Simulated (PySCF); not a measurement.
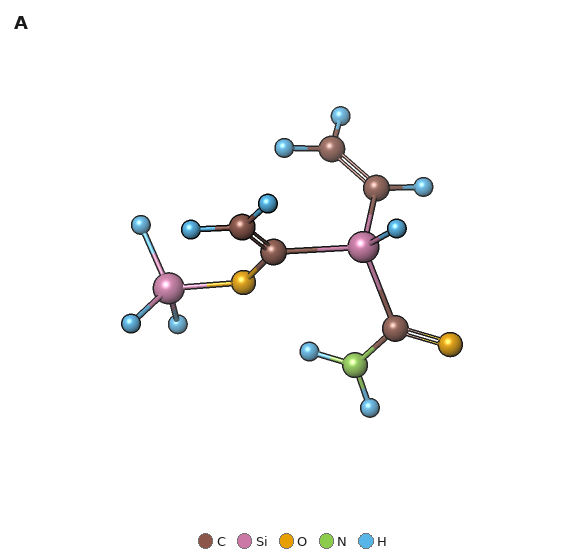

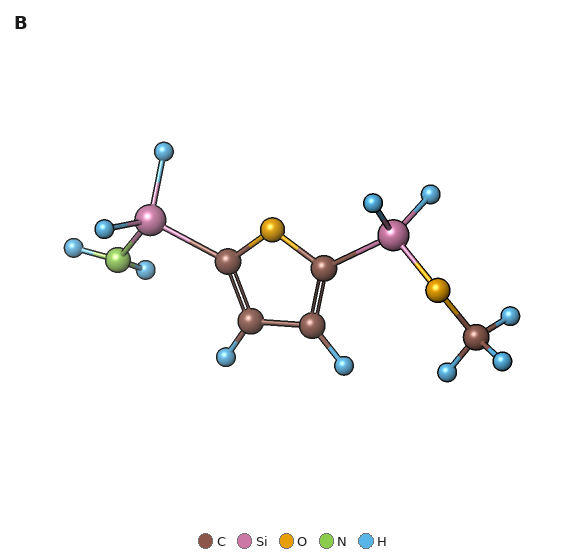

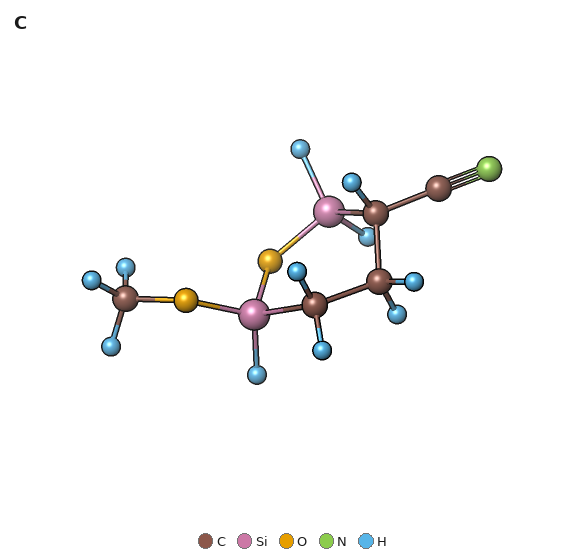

3 stationary structures of one formula. Geometries: GFN2-xTB. Electronic energies: PBE0/pcSseg-1 (PySCF 2.14.0), without zero-point energy. No frequency run is at hand to confirm each as a minimum. Each is one conformer, not always the lowest.

> How are they related?

They are constitutional isomers of C5H11NO2Si2: A `C=C[Si@@H](C(=C)O[SiH3])C(N)=O`, B `CO[SiH2]c1ccc([SiH2]N)o1`, C `CO[Si@@H]1CC[C@@H](C#N)[SiH2]O1`.

> Rank them by energy, lowest first.

C is lowest; B lies 2.306 eV above it, A lies 3.264 eV above it.

The geometry is semi-empirical. Around Si such bond lengths and angles can be off by a tenth of an ångström or more and by several degrees, and values that hang on the shape move with them.
